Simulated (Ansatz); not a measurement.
Structure of Ru:

Space group P6_3/mmc (No. 194). a = 2.721 Å, b = 2.721 Å, c = 4.290 Å, α = 90.00°, β = 90.00°, γ = 120.00°
```tsv
atom	site	symmetry	x	y	z
Ru	2d	-6m2	0.3333	0.6667	0.7500
```

Basis of the simulation: the end point of a relaxation at fixed volume with Ansatz 0.2.0, DFT r2SCAN, scalar-relativistic, plane waves, PAW.

### Where will the first 2 clear peaks of its X-ray PDF lie (peak width σ = 0.15 Å), and from which pairs do they come?

1. 2.68 Å: Ru–Ru at 2.66–2.72 Å
2. 3.79 Å: Ru–Ru at 3.80 Å

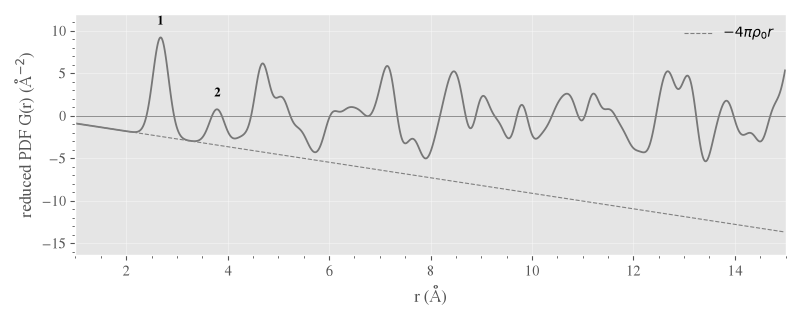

Simulated X-ray pair distribution function, G(r) = R(r)/r − 4πρ₀r, summed over the atomic distances of the structure with each pair weighted by the product of the atomic numbers (X-ray weights at Q = 0); every distance is a Gaussian of σ = 0.15 Å. No termination ripples are included.
